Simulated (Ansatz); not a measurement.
C3H9BSi: several calculations on one system

Part 1: Relaxation

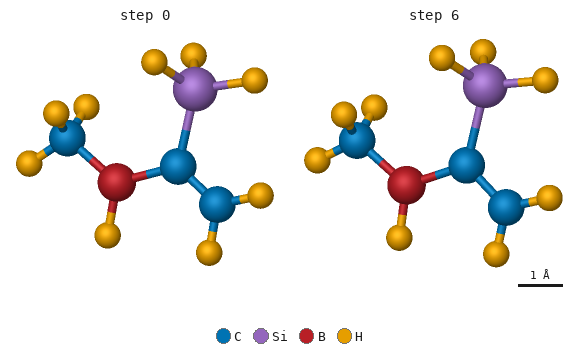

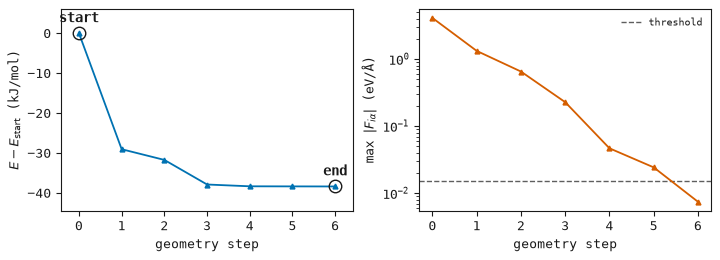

First and last geometry of a relaxation of C₃H₉BSi, with the history of the run. Style: ball-and-stick. Shown at a tilt.

The run prepares an end point of a later path (torsion) calculation, from a guessed geometry.

These are results of RKS B3LYP-D4/def2-SVP in Ansatz, not measurements. (no spin polarisation; force threshold 0.015 eV/Å; at most 40 steps)

**Read the history and describe the run.**

It converged. An H atom moves most after the best rigid fit: 0.10 Å. By element the largest moves are H 0.10 Å, Si 0.08 Å, B 0.08 Å, C 0.07 Å. Near-neighbour distances that change, for instance: C–C 1.281 → 1.353 Å, C–Si 1.823 → 1.884 Å, H–Si 1.460 → 1.494 Å, B–H 1.245 → 1.215 Å. Bond angles that change, for instance: B–C–H 108.8° → 115.1°, C–C–B 123.7° → 117.9°, H–C–H 112.6° → 108.1°. The energy falls by 38.4 kJ/mol in 6 geometry steps. Largest force component: 4.1 eV/Å at the start, 0.0074 eV/Å at the end.

```json
{"step": "0", "E − E(0), kJ/mol": "0.00", "largest force component, eV/Å": "4.1061"}
{"step": "1", "E − E(0), kJ/mol": "-29.04", "largest force component, eV/Å": "1.3244"}
{"step": "2", "E − E(0), kJ/mol": "-31.72", "largest force component, eV/Å": "0.6520"}
{"step": "3", "E − E(0), kJ/mol": "-37.88", "largest force component, eV/Å": "0.2277"}
{"step": "4", "E − E(0), kJ/mol": "-38.33", "largest force component, eV/Å": "0.0467"}
{"step": "5", "E − E(0), kJ/mol": "-38.35", "largest force component, eV/Å": "0.0243"}
{"step": "6", "E − E(0), kJ/mol": "-38.37", "largest force component, eV/Å": "0.0074"}
```

Part 2: Relaxation

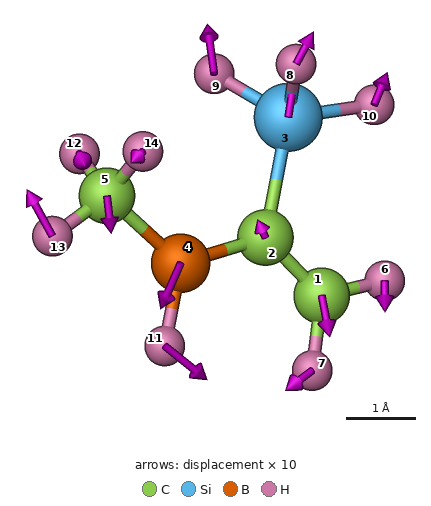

A relaxation of C3H9BSi. The starting structure is drawn; purple arrows show the displacements, 10 times their true length. The two geometries are superimposed by the best rigid fit.

The picture is a ball-and-stick view, seen at a tilt.

The run prepares an end point of a later path (torsion) calculation, from a guessed geometry.

Method: RKS B3LYP-D4/def2-SVP in Ansatz.

Input
```yaml
crystal:
  periodic: [false, false, false]
  atoms:
    - { symbol: C, position_ang: [-0.9882, 1.6684, 0.7] }
    - { symbol: C, position_ang: [-0.3336, 0.6413, 0.3029] }
    - { symbol: Si, position_ang: [1.2641, 0.2822, 1.1033] }
    - { symbol: B, position_ang: [-0.8052, -0.2885, -0.8379] }
    - { symbol: C, position_ang: [-0.0788, -1.5902, -1.3477] }
    - { symbol: H, position_ang: [-0.6718, 2.3881, 1.469] }
    - { symbol: H, position_ang: [-1.9659, 1.9539, 0.234] }
    - { symbol: H, position_ang: [2.39944, 0.24072, 0.12027] }
    - { symbol: H, position_ang: [1.26768, -1.03534, 1.73194] }
    - { symbol: H, position_ang: [1.58918, 1.30458, 2.13149] }
    - { symbol: H, position_ang: [-1.9285, -0.0516, -1.3206] }
    - { symbol: H, position_ang: [0.0796, -2.2776, -0.4662] }
    - { symbol: H, position_ang: [-0.7042, -2.0639, -2.1479] }
    - { symbol: H, position_ang: [0.8828, -1.2654, -1.711] }
basis:
  gaussian: { orbitals: def2-SVP }
hamiltonian:
  xc: b3lyp
  dispersion: d4
relax:
  f_tol: 0.015
  max_steps: 40
```

Run as
```bash
ansatz run input.yaml --threads 2 --pin off --max-ram 3072MiB --backend cpu --events-out ev --progress --plain --runs-dir out
```

Q: What happened in the run?

A: H9 moves most after the best rigid fit: 0.090 Å. By element the largest moves are H 0.090 Å, Si 0.084 Å, B 0.082 Å, C 0.067 Å. Near-neighbour distances that change, for instance: C1–C2 1.281 → 1.353 Å, C2–Si3 1.823 → 1.884 Å, Si3–H9 1.460 → 1.494 Å, B4–H11 1.245 → 1.214 Å. Bond angles that change, for instance: B4–C5–H13 108.8° → 115.1°, C1–C2–B4 123.7° → 117.9°, H13–C5–H14 112.6° → 108.2°. After 5 geometry steps the energy has fallen by 37.7 kJ/mol. The largest force component goes from 4.1 to 0.014 eV/Å. Cost: 15 s on 2 threads of AMD EPYC 9R14 (Zen 4) (shared host), peak memory 0.29 GiB.

Part 3: Path

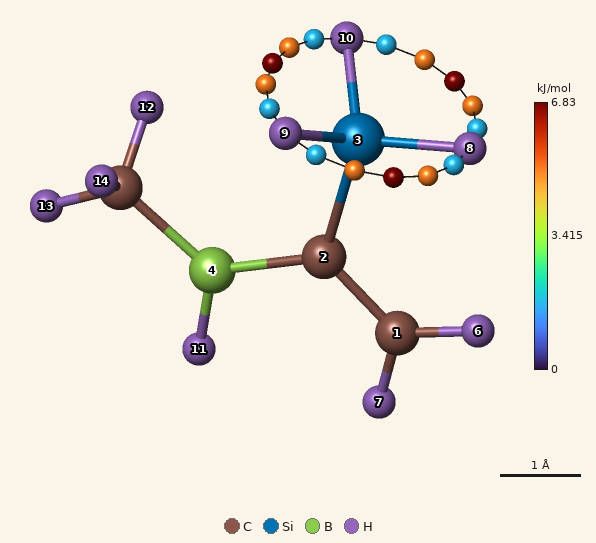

NEB run on C3H9BSi. Images are numbered from 0 (start) to 6 (end). The start is drawn whole; smaller spheres mark the moving atoms (H) in the later images, joined by lines and coloured by the energy of the image relative to the start. Style: ball-and-stick. Shown at a tilt.

Method: Ansatz 0.2.0, RKS B3LYP-D4/def2-SVP. Run with 5 movable images; climbing image; force threshold 0.05 eV/Å; iteration limit 60; starting path through a guess of the saddle point.

> What moves, how far, and at what cost in energy?

The motion is a rotation about the C–Si bond by about 120°. No bond forms or breaks between the ends. Bond angles that change up to the highest image, for instance: Si–C–B 122.2° → 124.6°. The two ends have the same energy, and the highest point, image 3, lies 6.8 kJ/mol above the start. The band converged in 6 iterations. The largest component of the band force went from 4.3 to 0.036 eV/Å. The climbing image converged on the top of the path. Its vibrational analysis gives 2 imaginary modes over 30i cm⁻¹, so it isn't confirmed as a transition state.

The run took 76 s on 2 threads of AMD EPYC 9R14 (Zen 4) (shared host), peak memory 0.3 GiB.
